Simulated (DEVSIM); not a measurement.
System: Schottky contact on n-type Si, at 300 K.

```
layer (left to right)  material  thickness (μm)  Nd (cm⁻³)  τn (s)  τp (s)
---------------------  --------  --------------  ---------  ------  ------
1                            Si            8.40     2.7e17  5.8e-7  5.8e-7
```

Left contact: Schottky, work function 4.72 eV, emission velocity 3.7e6 cm/s. Right contact: ohmic. Voltage is applied to the left contact. Recombination: SRH at mid-gap, Auger. Gap narrowing is on: ΔEg = 6.92 meV × (l + √(l² + 0.5)), l = ln(N/1.3e17 cm⁻³), shared equally by both band edges. Mobility is constant in doping.

The device is made up for the run: typed textbook-type constants, with dimensions and the other settings drawn at random. Values at 300 K.

```tsv
parameter	Si
gap (eV)	1.124
affinity (eV)	4.05
permittivity	11.7
Nc (cm⁻³)	2.86e19
Nv (cm⁻³)	3.1e19
μn (cm²/Vs)	1417
μp (cm²/Vs)	470
Cn (cm⁶/s)	2.8e-31
Cp (cm⁶/s)	9.9e-32
```

DEVSIM, 1D drift-diffusion, Boltzmann statistics, complete ionisation; no tunnelling, impact ionisation, image-force lowering or self-heating. Metal contacts follow the ideal Schottky-Mott rule: no Fermi-level pinning, no interface dipoles.

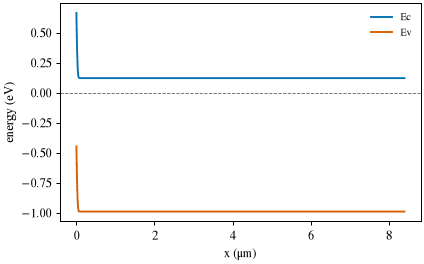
Band edges at zero bias

Energies count from the Fermi level of the right contact; mesh points crowd at the junctions.

```csv
x (μm),Ec (eV),Ev (eV),n (cm⁻³),p (cm⁻³),field (V/cm)
0.000,0.664,-0.448,2.0e8,9.2e11,-210000
0.01359,0.420,-0.692,2.5e12,7.4e7,-150000
0.03482,0.193,-0.919,1.6e16,11000,-63000
0.06799,0.122,-0.990,2.5e17,730,-2200
0.1452,0.121,-0.991,2.7e17,690,≈ 0
0.2405,0.121,-0.991,2.7e17,690,≈ 0
0.3895,0.121,-0.991,2.7e17,690,≈ 0
0.7361,0.121,-0.991,2.7e17,690,≈ 0
1.164,0.121,-0.991,2.7e17,690,≈ 0
1.909,0.121,-0.991,2.7e17,690,≈ 0
2.997,0.121,-0.991,2.7e17,690,≈ 0
5.113,0.121,-0.991,2.7e17,690,≈ 0
6.305,0.121,-0.991,2.7e17,690,≈ 0
7.068,0.121,-0.991,2.7e17,690,≈ 0
7.686,0.121,-0.991,2.7e17,690,≈ 0
7.952,0.121,-0.991,2.7e17,690,≈ 0
8.122,0.121,-0.991,2.7e17,690,≈ 0
8.231,0.121,-0.991,2.7e17,690,≈ 0
8.319,0.121,-0.991,2.7e17,690,≈ 0
8.357,0.121,-0.991,2.7e17,690,≈ 0
8.381,0.121,-0.991,2.7e17,690,≈ 0
8.400,0.121,-0.991,2.7e17,690,≈ 0
```
